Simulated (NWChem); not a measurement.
# One shape, several levels: PF3 (SMILES FP(F)F)

We compute a comparison of 6 runs (B3LYP/6-31G*, B2PLYP/pcseg-1, TPSS/6-311G**, M06-2X/pcseg-2, MP2/def2-TZVP) of PF3. 

Program for the calculation: NWChem 7.3.0.

**1. Starting point**

PF3 has 4 atoms, charge 0, and is taken as a singlet. SMILES: `FP(F)F`. Geometry: relaxed at PBE0-D4/def2-TZVP.

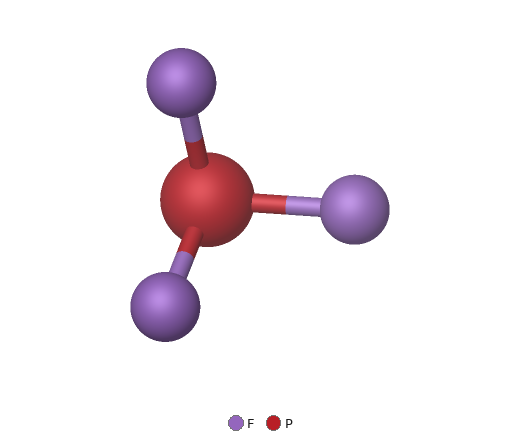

Viewed from a chosen angle; fluorine purple, phosphorus red.

**2. Energy and forces at B3LYP/6-31G(d) (spherical functions) (run 1)**

The input, mymol.nw:

```
start mymol
title "F3P gradient"
memory total 2200 mb

geometry noautosym nocenter noautoz
   F      0.834400    -0.663200     0.874500
   P     -0.297500     0.314600     0.392300
   F     -1.061900    -0.696500    -0.536900
   F      0.525000     1.045200    -0.730000
end

basis "ao basis" spherical bse
   F library 6-31G*
   P library 6-31G*
end

dft
   xc b3lyp
   grid xfine
   convergence energy 1e-08
   maxiter 100
   mulliken
   print low
end

task dft gradient
```

The run is started by

```bash
$ nwchem mymol.nw > mymol.out
```

Standard output:

```text
[...]
 d= 0,ls=0.0,diis     1   -640.8504439228 -8.32D+02  2.23D-02  9.27D-01     1.2
[...]
 d= 0,ls=0.0,diis     7   -640.9494261694 -7.54D-10  8.80D-07  1.26D-08     6.6
         Total DFT energy =     -640.949426169366
      One electron energy =    -1269.274421534521
           Coulomb energy =      492.375297867709
    Exchange-Corr. energy =      -54.812408820631
 Nuclear repulsion energy =      190.762106318077
[...]
      Total Density - Mulliken Population Analysis
     ---------------------------------------------
    Atom       Charge   Shell Charges
 -----------   ------   -------------------------------------------------------
    1 F    9     9.35   2.00  0.94  3.31  1.02  2.07  0.02
    2 P   15    13.96   2.00  2.00  5.96  1.25  1.66  0.46  0.28  0.33
    3 F    9     9.35   2.00  0.94  3.31  1.02  2.07  0.02
    4 F    9     9.35   2.00  0.94  3.31  1.02  2.07  0.02
[...]
                         DFT ENERGY GRADIENTS
    atom               coordinates                        gradient
                 x          y          z           x          y          z
   1 F       1.576787  -1.253266   1.652565   -0.013788   0.011830  -0.006623
   2 P      -0.562193   0.594508   0.741340    0.013683  -0.014415  -0.017977
   3 F      -2.006700  -1.316194  -1.014594    0.010002   0.012212   0.011073
   4 F       0.992106   1.975142  -1.379500   -0.009898  -0.009628   0.013527
 Task  times  cpu:        8.5s     wall:        8.5s
 Total times  cpu:        8.5s     wall:        8.5s
```

It took 9.3 s on 1 thread of Intel Xeon Platinum 8488C (Sapphire Rapids), shared host; peak memory 0.12 GiB.

**3. A single-point energy at B2PLYP/pcseg-1 (run 2)**

The input, test.nw:

```
start test
title "F3P B2PLYP"
memory stack 880 mb heap 220 mb global 1100 mb

geometry units angstrom noautosym nocenter noautoz
F      0.834400    -0.663200     0.874500
P     -0.297500     0.314600     0.392300
F     -1.061900    -0.696500    -0.536900
F      0.525000     1.045200    -0.730000
end

basis spherical bse
F library pcseg-1
P library pcseg-1
end

dft
xc hfexch 0.53 becke88 0.47 lyp 0.73 mp2 0.27
dftmp2 semidirect
grid xfine
convergence energy 1e-08
maxiter 100
mulliken
end

mp2
freeze core 8
end

task dft energy
```

The run is started by

```bash
$ nwchem test.nw > test.out
```

Standard output:

```text
[...]
          Wavefunction type:  closed shell.
          No. of atoms     :     4
          No. of electrons :    42
[...]
          Charge           :     0
          Spin multiplicity:     1
[...]
          AO basis - number of functions:    60
[...]
              XC Information
              --------------
                     Hartree-Fock (Exact) Exchange  0.530
                    Becke 1988 Exchange Functional  0.470
              Lee-Yang-Parr Correlation Functional  0.730
[...]
 d= 0,ls=0.0,diis     1   -640.2282173893 -8.31D+02  1.87D-02  8.16D-01     1.1
[...]
 d= 0,ls=0.0,diis     8   -640.3131548831 -1.56D-10  2.37D-07  9.11D-10     9.5
         Total DFT energy =     -640.313154883095
      One electron energy =    -1268.326784639987
           Coulomb energy =      491.432378694113
    Exchange-Corr. energy =      -54.180855255297
 Nuclear repulsion energy =      190.762106318077
[...]
      Total Density - Mulliken Population Analysis
     ---------------------------------------------
    Atom       Charge   Shell Charges
 -----------   ------   -------------------------------------------------------
    1 F    9     9.36   2.00  0.95  0.98  3.44  1.98  0.01
    2 P   15    13.91   2.00  2.00  1.20  0.48  5.99  1.69  0.14  0.40
    3 F    9     9.36   2.00  0.95  0.98  3.44  1.98  0.01
    4 F    9     9.36   2.00  0.95  0.98  3.44  1.98  0.01
[...]
  Basis functions       =     60
[...]
```

Run time: 11 s. Hardware: 1 thread of Intel Xeon Platinum 8488C (Sapphire Rapids), shared host; peak memory 0.14 GiB.

**4. Energy and gradient at B3LYP/6-31G(d) (Cartesian functions) (run 3)**

The input, run.py:

```python
from ase import Atoms
from ase.calculators.nwchem import NWChem

atoms = Atoms('FPFF', positions=[
    [0.834400, -0.663200, 0.874500],
    [-0.297500, 0.314600, 0.392300],
    [-1.061900, -0.696500, -0.536900],
    [0.525000, 1.045200, -0.730000],
])

calc = NWChem(
    label='mymol',
    theory='dft',
    memory='2200 mb',
    basis='6-31G*',
    dft={'xc': 'b3lyp', 'mult': '1', 'grid': 'xfine', 'convergence': 'energy 1e-08', 'iterations': '100', 'mulliken': None},
)
atoms.calc = calc

forces = atoms.get_forces()
e = atoms.get_potential_energy()
print(f"E = {e:.6f} eV")
print("forces (eV/A):")
for s, f in zip(atoms.symbols, forces):
    print(f"{s:2s} {f[0]:10.5f} {f[1]:10.5f} {f[2]:10.5f}")
print("dipole (e A):", atoms.get_dipole_moment().round(4))
```

The run is started by

```bash
$ export ASE_NWCHEM_COMMAND="nwchem PREFIX.nwi > PREFIX.nwo"
$ python run.py
```

Standard output:

```text
E = -17441.279364 eV
forces (eV/A):
F     0.67466   -0.57711    0.34021
P    -0.65157    0.68618    0.85577
F    -0.50486   -0.59593   -0.53710
F     0.48177    0.48686   -0.65887
dipole (e A): [-0.1035  0.1095  0.1366]
```

The calculator wrote mymol.nwi:

```
title "mymol"

permanent_dir mymol

scratch_dir mymol

start mymol

geometry units angstrom nocenter noautosym noautoz
  F  8.3440000000000003e-01 -6.6320000000000001e-01 8.7450000000000006e-01
  P  -2.9749999999999999e-01 3.1459999999999999e-01 3.9229999999999998e-01
  F  -1.0619000000000001e+00 -6.9650000000000001e-01 -5.3690000000000004e-01
  F  5.2500000000000002e-01 1.0451999999999999e+00 -7.2999999999999998e-01
end

memory 2200 mb

basis noprint
   * library 6-31G*
end

dft
  xc b3lyp
  mult 1
  grid xfine
  convergence energy 1e-08
  iterations 100
  mulliken
end

task dft gradient
```

mymol.nwo (excerpt; [...] marks lines left out):

```text
[...]
         Total DFT energy =     -640.955199723716
[...]
  wavefunction    = closed shell
                         DFT ENERGY GRADIENTS
    atom               coordinates                        gradient
                 x          y          z           x          y          z
   1 F       1.576787  -1.253266   1.652565   -0.013120   0.011223  -0.006616
   2 P      -0.562193   0.594508   0.741340    0.012671  -0.013344  -0.016642
   3 F      -2.006700  -1.316194  -1.014594    0.009818   0.011589   0.010445
   4 F       0.992106   1.975142  -1.379500   -0.009369  -0.009468   0.012813
[...]
```

Wall time 10 s (1 thread of Intel Xeon Platinum 8488C (Sapphire Rapids), shared host); peak memory 0.12 GiB.

Runs 4 to 5 aren't shown in full; the table further down has their settings and results.

**5. Energy and gradient at MP2/def2-TZVP (run 6)**

The input, f3p.nw:

```
START f3p
TITLE "F3P mp2"
memory stack 880 mb heap 220 mb global 1100 mb

GEOMETRY units bohr noautosym nocenter noautoz
   F      1.57678748    -1.25326637     1.65256550
   P     -0.56219352     0.59450784     0.74133956
   F     -2.00670017    -1.31619425    -1.01459396
   F      0.99210622     1.97514175    -1.37950007
END

BASIS spherical bse
   * library def2-TZVP
END

SCF
   thresh 1e-08
   maxiter 80
END

MP2
   freeze core 8
   tight
END

TASK mp2 gradient
```

The run is started by

```bash
$ nwchem f3p.nw > f3p.out
```

Standard output:

```text
[...]
  functions       =   130
[...]
  wavefunction    = RHF
[...]
         Total SCF energy =   -639.317883534229
      One-electron energy =  -1268.982815233636
      Two-electron energy =    438.902839404274
 Nuclear repulsion energy =    190.762092295132
        Time for solution =     32.9s
[...]
          Total MP2 energy          -640.204144148420
[...]
                         mp2 ENERGY GRADIENTS
    atom               coordinates                        gradient
                 x          y          z           x          y          z
   1 F       1.576787  -1.253266   1.652566   -0.000207   0.000108  -0.000758
   2 P      -0.562194   0.594508   0.741340   -0.000510   0.000583   0.000728
   3 F      -2.006700  -1.316194  -1.014594    0.000759   0.000095  -0.000048
   4 F       0.992106   1.975142  -1.379500   -0.000042  -0.000786   0.000078
[...]
```

Wall time 87 s (1 thread of Intel Xeon Platinum 8488C (Sapphire Rapids), shared host); peak memory 0.7 GiB.

**6. Overview of the runs**

```
run                               level      task  frozen core orbitals  energy (Eh)  largest force (eV/Å)  wall time
  1  B3LYP/6-31G* (spherical functions)  gradient                     –  -640.949426                 1.378      9.3 s
  2                      B2PLYP/pcseg-1    energy                     8  -640.529363                     –       11 s
  3  B3LYP/6-31G* (Cartesian functions)  gradient                     –  -640.955200                 1.276       10 s
  4                       TPSS/6-311G**  gradient                     –  -641.091637                 1.893       17 s
  5                      M06-2X/pcseg-2  gradient                     –  -641.024726                 0.195       34 s
  6                       MP2/def2-TZVP  gradient                     8  -640.204144                 0.055       87 s
```

**7. What came out**

| quantity | value |
| --- | --- |
| run 6: total energy | -640.20414 Eh |
| run 6: dipole moment (of the density that the program reports) | 1.01 D |
| run 6: HOMO energy (Hartree–Fock orbitals) | -12.63 eV |
| run 6: LUMO energy (Hartree–Fock orbitals) | 3.41 eV |
| run 6: HOMO–LUMO gap (Hartree–Fock orbitals) | 16.04 eV |
| run 6: correlation energy (8 core orbitals frozen) | -886.3 mEh |
| run 6: largest force on an atom | 0.055 eV/Å |

**Reading.** Over runs 2, 3, 4, 5, 6 the dipole moment (its size) runs from 0.98 D (B3LYP/6-31G*) to 1.40 D (B2PLYP/pcseg-1). The two ends differ in method and basis. A double hybrid's value is that of its SCF part. Over runs 2, 3, 4, 5 the HOMO–LUMO gap runs from 6.94 eV (TPSS/6-311G**) to 11.87 eV (B2PLYP/pcseg-1). Totals of different functionals can't be ranked against each other. All runs together took 2.8 min, the longest 87 s.
